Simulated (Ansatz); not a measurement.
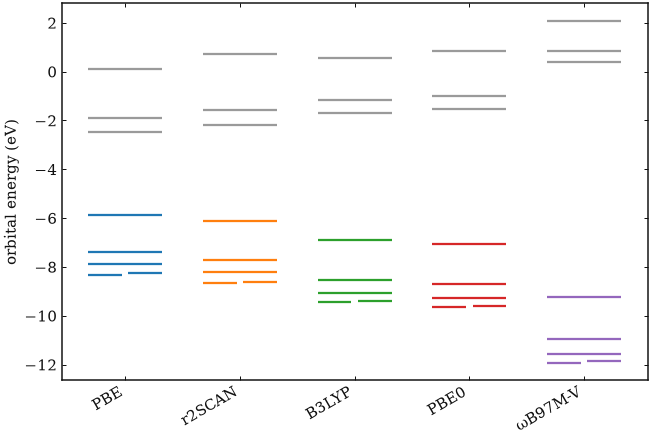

Frontier orbital energies of C₂H₁₀B₂Si, SMILES CBB(C)[SiH3] at one geometry, def2-TZVPP, the Ansatz code 0.2.0, at a PBE0-D4/def2-TZVP geometry (no frequency check). Empty levels are grey, levels within 0.1 eV stand side by side; all columns show the same few orbitals around the gap.

How do the frontier levels move from column to column?

Answer. The separation grows from 3.42 eV (PBE) to 9.60 eV (ωB97M-V).

```
  level  HOMO (eV)  LUMO (eV)  separation (eV)
    PBE      −5.89      −2.47             3.42
 r2SCAN      −6.10      −2.18             3.92
  B3LYP      −6.90      −1.70             5.20
   PBE0      −7.06      −1.54             5.53
ωB97M-V      −9.21       0.39             9.60
```

Limits of at least one run: empty levels above zero depend strongly on the basis; one conformer of a flexible molecule.
